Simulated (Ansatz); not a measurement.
# One shape, several levels: [NO2]+ (SMILES O=[N+]=O)

We compute a comparison of 6 runs (PBE/STO-3G, wB97M-V/STO-3G, RPA@PBE/STO-3G, UMP2/STO-3G, CCSD(T)/STO-3G, UCCSD(T)/STO-3G) of [NO2]+. 

The results are computed with Ansatz 0.2.0.

12 further runs of the same task are left out: 10 that didn't finish, 2 set aside as unsound or not needed.

### 1 The system as given

[NO2]+ has 3 atoms, charge +1, and is taken as a singlet. As SMILES, `O=[N+]=O`. The N2–O1 distance was set to 1.665 Å, away from the relaxed value.

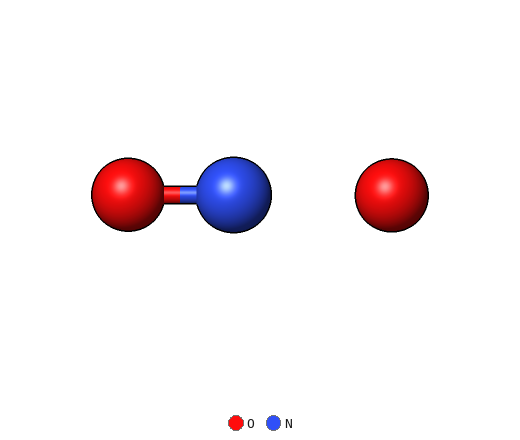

The structure, seen from a chosen angle (oxygen red, nitrogen blue).

### 2 The energy at PBE/STO-3G (run 1)

The input, input.yaml:

```yaml
crystal:
  periodic: [false, false, false]
  atoms:
    - symbol: O
      position_ang: [-0.859484, 1.390565, -0.314377]
    - symbol: N
      position_ang: [-0.000010, -0.000010, -0.000000]
    - symbol: O
      position_ang: [0.572990, -0.927010, 0.209580]
basis:
  gaussian:
    orbitals: STO-3G
total_charge: 1
hamiltonian:
  xc: {name: PBE}
accuracy: high
```

Launch:

```console
$ ansatz run input.yaml --threads 1 --pin off --max-ram 3480MiB --events-out events.jsonl --progress --plain --runs-dir runs
```

Standard output:

```text
Warning: RAYON_NUM_THREADS=1 ignored (pool sized by the plan → 1); use --threads N
Functional definition: PBE
  name "PBE"
  parameter kappa = 0.804
  parameter beta = 0.06672455060314922
  exchange = pbe_x(kappa = kappa, mu = beta*pi^2/3)
  correlation = pbe_c(beta = beta)
245 factors; integrals over basis functions are off by at most 2.3e-8 eV
mean field evaluation 1: about -5483.4950 eV, gradient 3.1e1 eV
mean field evaluation 2: about -5334.5666 eV, gradient 1.0e2 eV
mean field evaluation 4: about -5453.9194 eV, gradient 9.5e1 eV
mean field evaluation 8: about -5487.8384 eV, gradient 2.9e-3 eV
mean field evaluation 16: about -5487.7678 eV, gradient 2.9e-8 eV
mean field -5487.76781362 eV, -201.6717474081 hartree, gradient 2.9e-8 eV, S^2 0.000000; 0 other end points of the search recorded, 0 dependent functions left out
reference -5487.76781438 eV, -201.6717474357 hartree; 11, 11 occupied and 4, 4 virtual orbitals, 245 factors
Total energy: -5487.76781438 eV, -201.6717474357 hartree
```

It took 0.5 s on 1 thread of Intel Xeon Platinum 8488C (Sapphire Rapids), shared host.

### 3 A single-point energy at wB97M-V/STO-3G (run 2)

The input, molecule.yaml:

```yaml
crystal:
  periodic: [false, false, false]
  atoms:
    - {symbol: O, position_ang: [-0.859484, 1.390565, -0.314377]}
    - {symbol: "N", position_ang: [-0.000010, -0.000010, -0.000000]}
    - {symbol: O, position_ang: [0.572990, -0.927010, 0.209580]}
basis:
  gaussian:
    orbitals: STO-3G
total_charge: 1
hamiltonian:
  xc: {name: wB97M-V}
accuracy: high
```

Launch:

```console
$ ansatz run molecule.yaml --threads 1 --pin off --max-ram 3480MiB --events-out events.jsonl --progress --plain --runs-dir runs
```

Standard output:

```text
Warning: RAYON_NUM_THREADS=1 ignored (pool sized by the plan → 1); use --threads N
Functional definition: wB97M-V
  name "wB97M-V"
  parameter omega = 0.3/bohr
  parameter cx = 0.15
  parameter cx01 = 1.007
  parameter cx10 = 0.259
  parameter css00 = 0.443
  parameter css04 = -1.437
  parameter css10 = -4.535
  parameter css20 = -3.390
  parameter css43 = 4.278
  parameter cos00 = 1.000
  parameter cos10 = 1.358
  parameter cos20 = 2.924
  parameter cos21 = -8.812
  parameter cos60 = -1.390
  parameter cos61 = 9.142
  parameter b = 6.0
  parameter c = 0.01
  gx(w, u) = 1 - cx + cx01*u + cx10*w
  gss(w, u) = css00 + css04*u^4 + css10*w + css20*w^2 + css43*w^4*u^3
  gos(w, u) = cos00 + cos10*w + (cos20 + cos21*u)*w^2 + (cos60 + cos61*u)*w^6
  exchange = spin_sum(e_x_unif_sr(omega)*gx(b97_w, b97_u_x)) + cx*exact_x_sr(omega) + exact_x_lr(omega)
  correlation = spin_sum(e_c_pw_mod_same_spin*gss(b97_w, b97_u_same))
      + integral(e_c_pw_mod_opposite_spin*gos(b97_w_opposite, b97_u_opposite)) + vv10(b, c)
245 factors; integrals over basis functions are off by at most 2.3e-8 eV
112 factors; integrals over basis functions are off by at most 5.7e-10 eV
mean field evaluation 1: about -5485.7557 eV, gradient 4.2e1 eV
mean field evaluation 2: about -5379.0724 eV, gradient 1.5e2 eV
mean field evaluation 4: about -5491.3353 eV, gradient 1.8e1 eV
mean field evaluation 8: about -5492.4908 eV, gradient 1.9e-1 eV
mean field evaluation 16: about -5492.4560 eV, gradient 4.3e-5 eV
mean field -5492.45599071 eV, -201.8440347381 hartree, gradient 4.4e-8 eV, S^2 0.000000; 0 other end points of the search recorded, 0 dependent functions left out
reference -5492.45599158 eV, -201.8440347701 hartree; 11, 11 occupied and 4, 4 virtual orbitals, 245 factors
Total energy: -5492.45599158 eV, -201.8440347701 hartree
```

It took 5.7 s on 1 thread of Intel Xeon Platinum 8488C (Sapphire Rapids), shared host; peak memory 0.2 GiB.

### 4 A single-point energy at RPA@PBE/STO-3G (run 3)

The input, run.yaml:

```yaml
basis:
  gaussian:
    orbitals: STO-3G
crystal:
  periodic: [false, false, false]
  atoms:
    - {symbol: O, position_ang: [-0.859484, 1.390565, -0.314377]}
    - {symbol: "N", position_ang: [-0.000010, -0.000010, -0.000000]}
    - {symbol: O, position_ang: [0.572990, -0.927010, 0.209580]}
correlation:
  method: rpa
  frozen_orbitals: {"N": 1, O: 1}
total_charge: 1
accuracy: high
hamiltonian:
  xc: {name: PBE}
```

Launch:

```console
$ ansatz run run.yaml --threads 1 --pin off --max-ram 3480MiB --events-out events.jsonl --progress --plain --runs-dir runs
```

Standard output:

```text
Warning: RAYON_NUM_THREADS=1 ignored (pool sized by the plan → 1); use --threads N
[... 6 set-up lines as earlier in the session ...]
245 factors; integrals over basis functions are off by at most 2.3e-8 eV
mean field evaluation 1: about -5483.4950 eV, gradient 3.1e1 eV
mean field evaluation 2: about -5483.4083 eV, gradient 3.1e1 eV
mean field evaluation 4: about -5453.4515 eV, gradient 9.4e1 eV
mean field evaluation 8: about -5487.7715 eV, gradient 3.7e-1 eV
mean field evaluation 16: about -5487.7678 eV, gradient 5.9e-8 eV
mean field evaluation 32: about -5447.9434 eV, gradient 4.1e1 eV
mean field -5487.76781362 eV, -201.6717474081 hartree, gradient 5.9e-8 eV, S^2 0.000000; 0 other end points of the search recorded, 0 dependent functions left out; unrestricted orbitals would lower it
unrestricted determinant -5466.92175550 eV, -200.9056689021 hartree, S^2 0.9809
3 core orbitals not correlated: weight in the atoms' cores, before any rotation towards them, 1.000 or more for the frozen orbitals, at most 0.000 for the correlated occupied ones
reference -5463.62281687 eV, -200.7844351433 hartree; 8, 8 occupied and 4, 4 virtual orbitals, 245 factors
Total energy: -5476.77557914 eV, -201.2677902415 hartree
```

Run time: 1.3 s. Hardware: 1 thread of Intel Xeon Platinum 8488C (Sapphire Rapids), shared host.

Runs 4 to 5 aren't shown in full; the table further down has their settings and results.

### 5 The energy at UCCSD(T)/STO-3G (run 6)

The input, run.yaml:

```yaml
crystal:
  periodic: [false, false, false]
  atoms:
    - symbol: O
      position_ang: [-0.859484, 1.390565, -0.314377]
    - symbol: "N"
      position_ang: [-0.000010, -0.000010, -0.000000]
    - symbol: O
      position_ang: [0.572990, -0.927010, 0.209580]
basis:
  gaussian:
    orbitals: STO-3G
total_charge: 1
magnetization:
  spin_polarized: true
  initial_magnetization: 0
correlation:
  method: ccsd_t
  frozen_orbitals: {"N": 1, O: 1}
accuracy: high
scf:
  omitted_lower_state_checks: [cluster_reference, increment]
```

Launch:

```console
$ ansatz run run.yaml --threads 1 --pin off --max-ram 3480MiB --events-out events.jsonl --progress --plain --runs-dir runs
```

Standard output:

```text
Warning: RAYON_NUM_THREADS=1 ignored (pool sized by the plan → 1); use --threads N
[... 31 lines left out ...]
3 core orbitals not correlated: weight in the atoms' cores, before any rotation towards them, 1.000 or more for the frozen orbitals, at most 0.000 for the correlated occupied ones
[... 81 lines left out ...]
Total energy: -5473.47473078 eV, -201.1464863019 hartree
Checks for a lower state left out: cluster_reference, increment
```

Wall time 2.2 s (1 thread of Intel Xeon Platinum 8488C (Sapphire Rapids), shared host).

### 6 The series

| run | level | frozen core orbitals | energy (Eh) | wall time |
| --- | --- | --- | --- | --- |
| 1 | PBE/STO-3G | – | -201.671747 | 0.5 s |
| 2 | wB97M-V/STO-3G | – | -201.844035 | 5.7 s |
| 3 | RPA@PBE/STO-3G | 3 | -201.267790 | 1.3 s |
| 4 | UMP2/STO-3G | 3 | -201.050090 | 1.9 s |
| 5 | CCSD(T)/STO-3G | 3 | -201.150323 | 0.2 s |
| 6 | UCCSD(T)/STO-3G | 3 | -201.146486 | 2.2 s |

### 7 Summary of results

```
                                          quantity          value
                               run 6: total energy  -201.14649 Eh
run 6: correlation energy (3 core orbitals frozen)     -213.5 mEh
                             run 6: (T) correction     -21.30 mEh
          run 6: ⟨S²⟩ of the reference determinant          1.517
                              run 6: T1 diagnostic          0.137
```

Totals of different functionals can't be ranked against each other. In run 5 the T1 diagnostic is large, so a single reference may not serve. In runs 3, 5 the log says that unrestricted orbitals would lower the reference, so the values rest on an unstable closed-shell determinant (other closed-shell runs at this shape may share the fault). In runs 1, 2, 3, 4, 5, 6 the basis is minimal, so the values are rough. Spin contamination of the reference: run 4 ⟨S²⟩ = 1.52, run 6 ⟨S²⟩ = 1.52. Where it is this large, the reference is a mixture of spin states, and values that rest on it are in doubt. All runs together took 12 s, the longest 5.7 s.
